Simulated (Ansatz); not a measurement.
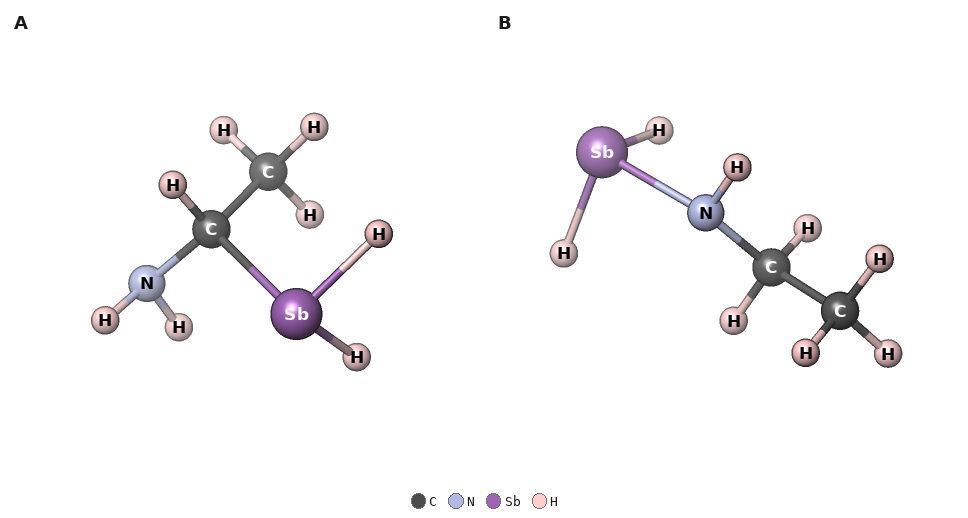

Distant atoms are faded towards the background colour. Computed geometry: PBE0-D4/def2-TZVP optimisation. No frequency run is at hand to confirm it as a minimum.

### How are A and B related: the same structure turned, mirror images, conformers, diastereomers or constitutional isomers?

They are constitutional isomers of C2H8NSb: A is C[C@@H](N)[SbH2], B is CC[NH][SbH2]
